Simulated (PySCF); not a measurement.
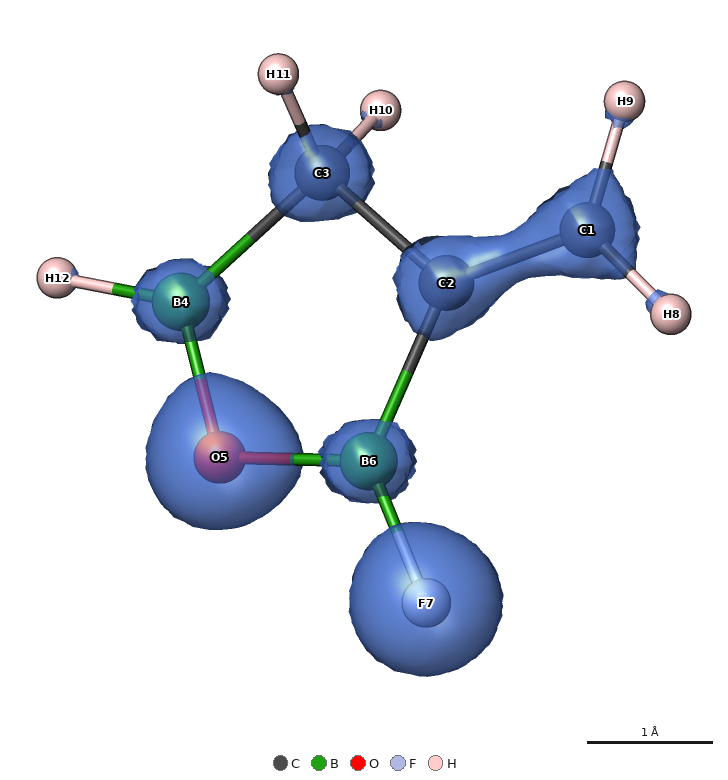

Figure. C3H5B2FO. Isosurface of the electron density at 2 e/Å³ (blue), seen at an oblique angle.

Geometry: GFN2-xTB.

Level of theory: PySCF, PBE0/pcSseg-1, SCF density, gas phase, non-relativistic.

Input file:

```
{"job": {"kind": "nmr", "xc": "PBE0", "basis": "pcSseg-1"}, "charge": 0, "multiplicity": 1}
C     -1.520370    -0.795065    -0.847758
C     -0.411899    -0.222293    -0.388863
C     -0.083576    -0.024677     1.080477
B      1.334498     0.707038     1.018891
O      1.732549     0.884779    -0.265480
B      0.812838     0.391238    -1.151772
F      1.033972     0.479157    -2.451071
H     -1.697875    -0.908103    -1.904242
H     -2.288172    -1.171242    -0.188357
H     -0.062153    -0.982993     1.603022
H     -0.859498     0.564023     1.573355
H      2.010884     1.077452     1.895771
```

Run with:

```sh
OMP_NUM_THREADS=1 python probes_run.py task.json out
```

Q: How is the density connected at this value?

A: At this value the surface falls into eleven separate pieces. It bridges the sampled C–C (1.33 Å) contacts, where the density stays above the isovalue. It is pinched off along the sampled B–F (1.32 Å), B–O (1.36 Å) and C–B (1.57 Å) contacts. On the grid the lowest density along these lines, outside the cores, is 1.5 e/Å³ (B–F, 1.32 Å), 2.3 e/Å³ (C–C, 1.33 Å), 1.6 e/Å³ (B–O, 1.36 Å) and 1.3 e/Å³ (C–B, 1.57 Å).
